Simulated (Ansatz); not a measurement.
## Convergence study of the plane-wave cutoff for MgS (I4mm, 2 atoms in the cell)

```yaml
crystal:
  lattice:
    - [0.00000, 2.60780, 2.60780]
    - [2.60780, 0.00000, 2.60780]
    - [2.60780, 2.60780, 0.00000]
  atoms:
    - { symbol: Mg, position: [0.00959, 0.00959, 0.99041] }
    - { symbol: S, position: [0.50000, 0.50000, 0.50000] }
```

Method: LDA (PW92), default PAW files made with PBE (plane waves; Ansatz, a quantum-chemistry and plane-wave program).

Base settings: basis.ecutwfc = 30.9 Ry; kpoints.mp_grid.grid = 8 8 8; hamiltonian.xc = lda; hamiltonian.pseudopotentials = {kind: paw} (the program's default PAW files); scf.occupations.method = fermi_dirac; scf.occupations.width = 0.0037 Ry.

The second cell is the first with its lattice scaled by 0.98.

The mesh stays at the base's, so the ladder's end is converged at best in this setting alone.

The first pressure column holds Ansatz's estimate of the finite-basis (Pulay) stress, which hides part of the cutoff error; the other is without it.

Only quantities that move along the ladder and can be compared are tabulated.

The count of work is k-points × plane waves × bands × iterations; it is no time. 

The starting cell has typed, rounded lattice constants, without a prior relaxation at this level. Its lattice was rescaled by up to half a per cent. One atom was moved a little off its site on purpose. In the base run, with a pressure of about -4 GPa the cell is away from its equilibrium volume at this level.

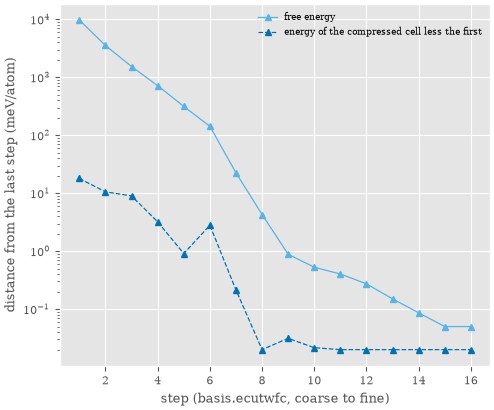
*Distance from the last step along the ladder; very small values are drawn at a floor.*

| basis.ecutwfc | free energy less the last step's (meV/atom) | energy of the compressed cell less the first (meV/atom) | pressure (GPa) | pressure without the Pulay estimate (GPa) | largest difference of a force vector from the last step's (eV/Å) | count of work / last |
|---|---|---|---|---|---|---|
| 10.7 Ry | 9755.15 | -27.57 | -7.32 | -371.28 | 0.016 | 0.052 |
| 12.5 Ry | 3548.96 | -20.18 | -4.17 | -153.46 | 0.049 | 0.064 |
| 14 Ry | 1536.72 | -0.61 | -2.91 | -74.75 | 0.001 | 0.069 |
| 15.4 Ry | 718.98 | -6.39 | -3.83 | -39.93 | 0.002 | 0.098 |
| 16.9 Ry | 315.35 | -8.69 | -3.80 | -21.14 | 0.000 | 0.11 |
| 18.4 Ry | 143.11 | -12.40 | -3.71 | -12.33 | 0.001 | 0.13 |
| 21.7 Ry | 22.54 | -9.38 | -3.68 | -5.36 | 0.001 | 0.16 |
| 24.6 Ry | 4.29 | -9.59 | -3.68 | -4.04 | 0.000 | 0.20 |
| 27.9 Ry | 0.88 | -9.57 | -3.68 | -3.73 | 0.000 | 0.23 |
| 30.9 Ry | 0.53 | -9.58 | -3.68 | -3.69 | 0.000 | 0.27 |
| 33.8 Ry | 0.40 | -9.58 | -3.69 | -3.69 | 0.000 | 0.31 |
| 37.1 Ry | 0.27 | -9.59 | -3.69 | -3.69 | 0.000 | 0.36 |
| 41.5 Ry | 0.15 | -9.59 | -3.69 | -3.69 | 0.000 | 0.40 |
| 46.3 Ry | 0.09 | -9.60 | -3.69 | -3.69 | 0.000 | 0.47 |
| 54 Ry | 0.05 | -9.60 | -3.69 | -3.69 | 0.000 | 0.62 |
| 61.7 Ry | 0.03 | -9.60 | -3.69 | -3.69 | 0.000 | 0.73 |
| 74.2 Ry | 0.00 | -9.60 | -3.69 | -3.69 | 0.000 | 1.0 |

Coarsest basis.ecutwfc that holds the forces within 0.005 eV/Å of the last step, with all finer ones: 14 Ry, at 0.069 of the last step's count of work; the step before is off by 0.049 eV/Å.

Coarsest basis.ecutwfc that holds the pressure within 0.05 GPa of the last step, with all finer ones: 18.4 Ry, at 0.13 of the last step's count of work; the step before is off by 0.11 GPa.

Coarsest basis.ecutwfc that holds the energy of the compressed cell less the first within 1 meV/atom of the last step, with all finer ones: 21.7 Ry, at 0.16 of the last step's count of work; the step before is off by 2.8 meV/atom.

The energy difference between the two cells stays within 1 meV/atom of the last step's from 21.7 Ry on, the total only from 27.9 Ry on: much of the error is common to both cells and cancels.

At the lowest cutoff the pressure without the Pulay estimate lies 368 GPa under the last step's, the usual sign of Pulay stress in an incomplete plane-wave basis.

Keys are those of Ansatz 0.2.
